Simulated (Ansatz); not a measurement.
# The cluster Cd6Cl2CuTe6 (doublet): single points with varied inputs

How do the results and run time of the cluster Cd6Cl2CuTe6 (doublet) respond when the settings are drawn wide?

The runs use Ansatz 0.2.0, Gaussian basis; the settings change from run to run.

1 further run of the same task is left out (set aside as unsound or not needed).

## 1. The geometry

The geometry comes from an earlier relaxation with PBE-D4/def2-SVP; it is a stationary point, not always the lowest conformer. Cd, Te take a core potential in def2 sets; no spin-orbit term is included.

15 atoms, charge 0, spin multiplicity 2.

Atoms are counted from 1 here; the program's logs count them from 0.

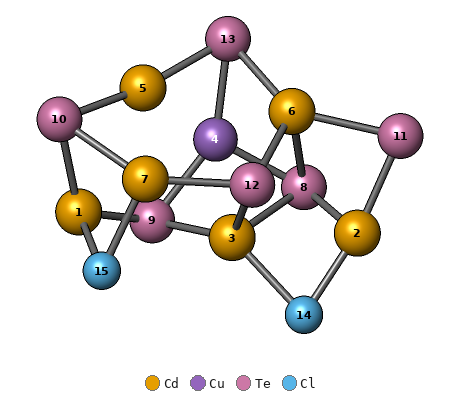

The geometry (cadmium amber, copper purple, tellurium pink, chlorine blue); atoms are numbered from 1 in the order of the file.

## 2. r2SCAN/def2-SVP

This run has density fitting with def2-universal-jkfit, high accuracy.

File in.yaml:

```yaml
crystal:
  periodic: [false, false, false]
  atoms:
    - {symbol: Cd, position_ang: [1.164766, -3.423930, -0.182196]}
    - {symbol: Cd, position_ang: [-1.770461, 2.764682, -1.899700]}
    - {symbol: Cd, position_ang: [-0.599109, -0.142138, -1.441038]}
    - {symbol: Cu, position_ang: [-1.472618, -0.491485, 1.351851]}
    - {symbol: Cd, position_ang: [0.934283, -1.198067, 2.549379]}
    - {symbol: Cd, position_ang: [-0.363199, 2.166872, 1.256624]}
    - {symbol: Cd, position_ang: [2.891669, -0.750069, -0.240659]}
    - {symbol: Te, position_ang: [-3.132504, 0.974905, -0.044519]}
    - {symbol: Te, position_ang: [-1.419687, -2.559907, -0.261596]}
    - {symbol: Te, position_ang: [3.085901, -2.702354, 1.800084]}
    - {symbol: Te, position_ang: [-1.581764, 4.468197, 0.196900]}
    - {symbol: Te, position_ang: [1.615995, 1.574534, -0.803221]}
    - {symbol: Te, position_ang: [-0.703475, 0.644151, 3.600781]}
    - {symbol: Cl, position_ang: [-1.219136, 1.168285, -3.719653]}
    - {symbol: Cl, position_ang: [2.569341, -2.493686, -2.163045]}
basis:
  gaussian: {orbitals: def2-SVP, fitting: {mean_field: def2-universal-jkfit}}
magnetization: {spin_polarized: true, initial_magnetization: 1}
hamiltonian: {xc: {name: r2SCAN}}
accuracy: high
output: {forces: true}
```

Command:

```
$ ansatz run in.yaml --threads 2 --pin off --events-out ev --progress --plain --max-ram 32768MiB --backend cuda --devices 0, --max-vram 18GiB
```

Standard output, shortened:

```text
Functional definition: r2SCAN
  name "r2SCAN"
  cite "Furness, Kaplan, Ning, Perdew & Sun, J. Phys. Chem. Lett. 11, 8208 (2020) doi:10.1021/acs.jpclett.0c02405"
  cite "Furness, Kaplan, Ning, Perdew & Sun, J. Phys. Chem. Lett. 11, 9248 (2020) doi:10.1021/acs.jpclett.0c03077"
  parent r2scan
[...]
3358 factors; integrals over basis functions are off by at most 2.8e-2 eV
[...]
mean field -140859.44334269 eV, -5176.4890648838 hartree, gradient 3.0e-8 eV, S^2 0.756423; 4 other end points of the search recorded, 0 dependent functions left out
[...]
reference -140859.44335416 eV, -5176.4890653054 hartree; 164, 163 occupied and 245, 246 virtual orbitals, 3358 factors
Total energy: -140859.44335416 eV, -5176.4890653054 hartree
Atom 0 at     1.164766    -3.423930    -0.182196 Å, force     0.005024     0.112889    -0.015525 eV/Å
Atom 1 at    -1.770461     2.764682    -1.899700 Å, force    -0.007829    -0.009995     0.072760 eV/Å
Atom 2 at    -0.599109    -0.142138    -1.441038 Å, force    -0.054361     0.031899    -0.012303 eV/Å
Atom 3 at    -1.472618    -0.491485     1.351851 Å, force     0.014237     0.029352     0.003319 eV/Å
Atom 4 at     0.934283    -1.198067     2.549379 Å, force    -0.036098     0.035691     0.026299 eV/Å
Atom 5 at    -0.363199     2.166872     1.256624 Å, force    -0.085204     0.035867     0.004551 eV/Å
Atom 6 at     2.891669    -0.750069    -0.240659 Å, force    -0.043338    -0.049016    -0.036253 eV/Å
Atom 7 at    -3.132504     0.974905    -0.044519 Å, force     0.084539     0.021614    -0.046888 eV/Å
Atom 8 at    -1.419687    -2.559907    -0.261596 Å, force     0.166925     0.005790     0.022324 eV/Å
Atom 9 at     3.085901    -2.702354     1.800084 Å, force    -0.144120     0.096209    -0.089847 eV/Å
Atom 10 at    -1.581764     4.468197     0.196900 Å, force     0.029241    -0.126016    -0.081100 eV/Å
Atom 11 at     1.615995     1.574534    -0.803221 Å, force     0.026556    -0.139777     0.042520 eV/Å
Atom 12 at    -0.703475     0.644151     3.600781 Å, force     0.093926    -0.098729    -0.159407 eV/Å
Atom 13 at    -1.219136     1.168285    -3.719653 Å, force    -0.013395     0.043206     0.144311 eV/Å
Atom 14 at     2.569341    -2.493686    -2.163045 Å, force    -0.036105     0.011019     0.125239 eV/Å
Dipole moment:     0.581387    -0.482028     0.442488 e Å
```

Wall time 31 s (1 × H100 (card shared with other runs) with 2 threads of AMD EPYC 7R13, shared host); peak host memory 2.5 GiB.

Largest force 0.210 eV/Å, dipole 4.20 D, ⟨S²⟩ 0.756.

## 3. wB97X/def2-TZVP

Set apart from the defaults: charge -1, multiplicity 1, density fitting with def2-universal-jkfit.

in.yaml: that of step 2 with these lines changed.

```diff
@@ -19,6 +19,5 @@
 basis:
-  gaussian: {orbitals: def2-SVP, fitting: {mean_field: def2-universal-jkfit}}
-magnetization: {spin_polarized: true, initial_magnetization: 1}
-hamiltonian: {xc: {name: r2SCAN}}
-accuracy: high
-output: {forces: true}
+  gaussian: {orbitals: def2-TZVP, fitting: {mean_field: def2-universal-jkfit}}
+total_charge: -1
+hamiltonian: {xc: {name: wB97X}}
+scf: {omitted_lower_state_checks: [starts]}
```

Same command.

Standard output, shortened:

```text
Functional definition: wB97X
  name "wB97X"
  cite "Chai & Head-Gordon, J. Chem. Phys. 128, 084106 (2008) doi:10.1063/1.2834918"
  cite "Becke, J. Chem. Phys. 107, 8554 (1997) doi:10.1063/1.475007"
[...]
  # The coefficients of nought are those of the uniform gas.
[...]
      + exact_x_lr(omega)
[...]
      + integral(e_c_pw_opposite_spin*poly(b97_u_opposite, 1, cos1, cos2, cos3, cos4))
[...]
3358 factors; integrals over basis functions are off by at most 5.2e-1 eV
3358 factors; integrals over basis functions are off by at most 4.5e-7 eV
[...]
mean field -140871.24928781 eV, -5176.9229253647 hartree, gradient 5.0e-5 eV, S^2 0.000000; 0 other end points of the search recorded, 0 dependent functions left out
reference -140871.24923948 eV, -5176.9229235886 hartree; 164, 164 occupied and 495, 495 virtual orbitals, 3358 factors
Total energy: -140871.24923948 eV, -5176.9229235886 hartree
Checks for a lower state left out: starts
```

Run time: 16 s. Hardware: 1 × H100 (card shared with other runs) with 2 threads of AMD EPYC 7R13, shared host; peak host memory 1.4 GiB.

## 4. wB97X/def2-SVP

Options: multiplicity 4, density fitting with def2-universal-jkfit.

in.yaml: that of step 3 with these lines changed.

```diff
@@ -19,4 +19,4 @@
 basis:
-  gaussian: {orbitals: def2-TZVP, fitting: {mean_field: def2-universal-jkfit}}
-total_charge: -1
+  gaussian: {orbitals: def2-SVP, fitting: {mean_field: def2-universal-jkfit}}
+magnetization: {spin_polarized: true, initial_magnetization: 3}
 hamiltonian: {xc: {name: wB97X}}
```

The command is unchanged.

Standard output, shortened:

```text
Functional definition: wB97X
  name "wB97X"
  cite "Chai & Head-Gordon, J. Chem. Phys. 128, 084106 (2008) doi:10.1063/1.2834918"
  cite "Becke, J. Chem. Phys. 107, 8554 (1997) doi:10.1063/1.475007"
[...]
  # The coefficients of nought are those of the uniform gas.
[...]
      + exact_x_lr(omega)
[...]
      + integral(e_c_pw_opposite_spin*poly(b97_u_opposite, 1, cos1, cos2, cos3, cos4))
[...]
3358 factors; integrals over basis functions are off by at most 2.8e-2 eV
3358 factors; integrals over basis functions are off by at most 3.3e-7 eV
[...]
mean field -140842.63664773 eV, -5175.8714302361 hartree, gradient 6.2e-6 eV, S^2 3.781492; 0 other end points of the search recorded, 0 dependent functions left out
reference -140842.63660120 eV, -5175.8714285261 hartree; 165, 162 occupied and 244, 247 virtual orbitals, 3358 factors
Total energy: -140842.63660120 eV, -5175.8714285261 hartree
Checks for a lower state left out: starts
```

Run time: 28 s. Hardware: 1 × H100 (card shared with other runs) with 2 threads of AMD EPYC 7R13, shared host; peak host memory 1.6 GiB.

⟨S²⟩ 3.781.

## 5. PBEsol/def2-TZVP

Options: density fitting with def2-universal-jkfit, a point charge of 0.50 e beside it, relativity set to none.

in.yaml: that of step 4 with these lines changed.

```diff
@@ -19,5 +19,6 @@
 basis:
-  gaussian: {orbitals: def2-SVP, fitting: {mean_field: def2-universal-jkfit}}
-magnetization: {spin_polarized: true, initial_magnetization: 3}
-hamiltonian: {xc: {name: wB97X}}
+  gaussian: {orbitals: def2-TZVP, fitting: {mean_field: def2-universal-jkfit}, point_charges: [{charge: 0.50, position_ang: [6.980, -0.912, -0.998]}]}
+magnetization: {spin_polarized: true, initial_magnetization: 1}
+hamiltonian: {xc: {name: PBEsol}, pseudopotentials: {relativity: none}}
 scf: {omitted_lower_state_checks: [starts]}
+output: {forces: true}
```

Launched as before.

Standard output, shortened:

```text
Functional definition: PBEsol
  name "PBEsol"
  cite "Perdew et al., Phys. Rev. Lett. 100, 136406 (2008) doi:10.1103/PhysRevLett.100.136406"
  cite "Perdew, Burke & Ernzerhof, Phys. Rev. Lett. 77, 3865 (1996) doi:10.1103/PhysRevLett.77.3865"
  parent pbesol
[...]
3358 factors; integrals over basis functions are off by at most 5.2e-1 eV
[...]
mean field -140691.27402987 eV, -5170.3089566269 hartree, gradient 2.2e-5 eV, S^2 0.753493; 0 other end points of the search recorded, 0 dependent functions left out
[...]
reference -140691.27409009 eV, -5170.3089588401 hartree; 164, 163 occupied and 495, 496 virtual orbitals, 3358 factors
Total energy: -140691.27409009 eV, -5170.3089588401 hartree
Atom 0 at     1.164766    -3.423930    -0.182196 Å, force    -0.055024     0.252655     0.026038 eV/Å
Atom 1 at    -1.770461     2.764682    -1.899700 Å, force     0.065673    -0.175999     0.125545 eV/Å
[...]
Atom 6 at     2.891669    -0.750069    -0.240659 Å, force    -0.389911    -0.071266     0.041088 eV/Å
Atom 7 at    -3.132504     0.974905    -0.044519 Å, force     0.384818    -0.006205    -0.028886 eV/Å
Atom 8 at    -1.419687    -2.559907    -0.261596 Å, force     0.298435     0.249544     0.060495 eV/Å
Atom 9 at     3.085901    -2.702354     1.800084 Å, force    -0.200454     0.186850    -0.217392 eV/Å
Atom 10 at    -1.581764     4.468197     0.196900 Å, force     0.077149    -0.411568    -0.133534 eV/Å
Atom 11 at     1.615995     1.574534    -0.803221 Å, force    -0.041974    -0.244114     0.074597 eV/Å
Atom 12 at    -0.703475     0.644151     3.600781 Å, force     0.157892    -0.194477    -0.430821 eV/Å
Atom 13 at    -1.219136     1.168285    -3.719653 Å, force    -0.006724     0.126541     0.331321 eV/Å
Atom 14 at     2.569341    -2.493686    -2.163045 Å, force     0.073815     0.033272     0.213306 eV/Å
Dipole moment:    -0.276600    -0.156784     0.650997 e Å
Checks for a lower state left out: starts
```

Wall time 12 s (1 × H100 (card shared with other runs) with 2 threads of AMD EPYC 7R13, shared host); peak host memory 1.3 GiB.

Largest force 0.498 eV/Å, dipole 3.48 D, ⟨S²⟩ 0.753.

## 6. The runs in one table

| level | charge | multiplicity | geometry | functions | energy (eV) | time |
| --- | --- | --- | --- | --- | --- | --- |
| r2SCAN/def2-SVP | 0 | 2 | relaxed | 409 | -140859.443 | 31 s |
| wB97X/def2-TZVP | -1 | 1 | relaxed | 659 | -140871.249 | 16 s |
| wB97X/def2-SVP | 0 | 4 | relaxed | 409 | -140842.637 | 28 s |
| PBEsol/def2-TZVP | 0 | 2 | relaxed, point charge | 659 | -140691.274 | 12 s |

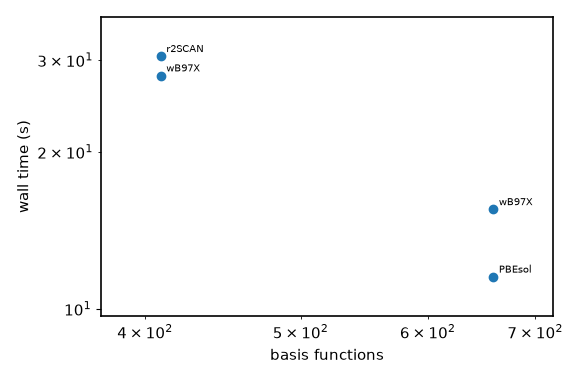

Wall time against the number of basis functions (shared host).

## 7. Summary of results

| quantity | value |
| --- | --- |
| runs | 4 |
| quickest | PBEsol/def2-TZVP, 12 s |
| slowest | r2SCAN/def2-SVP, 31 s |

In words: The runs differ in state or geometry as well as level, so their energies can't be set against each other. r2SCAN/def2-SVP took 3 times as long as PBEsol/def2-TZVP. The jobs differ in tasks and options as well as level. At the PBE-D4/def2-SVP geometry and in the same state, runs without warnings or point charges leave forces up to 0.21 eV/Å (r2SCAN/def2-SVP).
